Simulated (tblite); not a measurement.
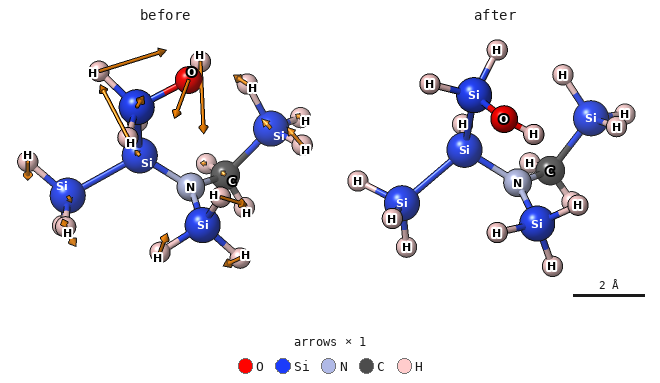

The structure of CH15NOSi5 before (left) and after (right) a relaxation, at one scale. The orange arrows give the displacements, at their true length.

A ball-and-stick model, seen at a tilt.

These are results of tblite, GFN2-xTB geometry optimisation, gas phase, not measurements. 

**What changed between the two?**

The largest move after the best rigid fit is that of an H atom, 2.45 Å. By element the largest moves are H 2.45 Å, O 1.38 Å, Si 0.49 Å, C 0.20 Å, N 0.16 Å. Among the contacts that change: N–Si 1.718 → 1.767 Å, Si–Si 2.359 → 2.321 Å, C–N 1.492 → 1.457 Å, O–Si 1.666 → 1.632 Å. Bond angles that change, for instance: Si–Si–Si 103.6° → 119.0°, Si–N–Si 111.3° → 124.0°, Si–Si–N 118.9° → 107.9°. Groups turn about Si–Si by about 80°, N–Si by about 30°. The energy falls by 0.501 eV in 287 geometry steps. Cost: 6.8 s on 1 thread of Arm Neoverse N1, with other jobs on the host.
